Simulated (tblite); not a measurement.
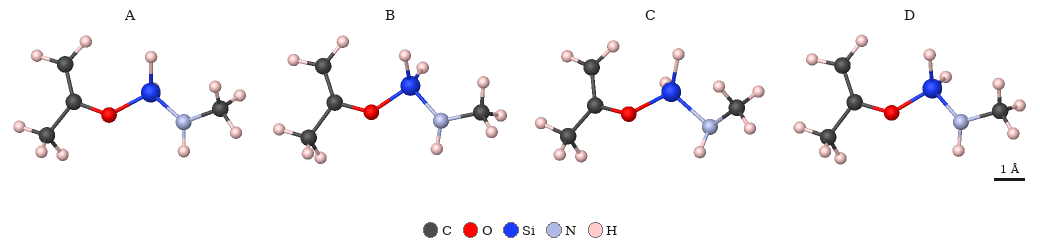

4 geometries from one relaxation of C₄H₁₁NOSi, in shuffled order. The picture is a ball-and-stick view, seen at a tilt.

Method: GFN2-xTB geometry optimisation, gas phase in tblite. 

Q: Order the frames from highest to lowest energy.

A: C, A, D, B. They are steps 0, 15, 42, 112, at +30.3 kcal/mol, +4.75 kcal/mol, +0.95 kcal/mol relative to the last. An H atom moves most after the best rigid fit: 0.88 Å. By element the largest moves are H 0.88 Å, N 0.72 Å, O 0.67 Å, C 0.38 Å, Si 0.29 Å. Some distances before and after: C–Si 2.874 → 3.174 Å, O–Si 1.745 → 1.625 Å, N–Si 1.786 → 1.709 Å, C–O 1.413 → 1.348 Å. Bond angles that change, for instance: C–O–Si 112.6° → 131.7°, Si–N–C 104.5° → 122.0°, C–C–O 113.1° → 124.1°. Groups turn about C–O by about 45°, O–Si by about 40°. The energy falls by 30.3 kcal/mol in 112 geometry steps.
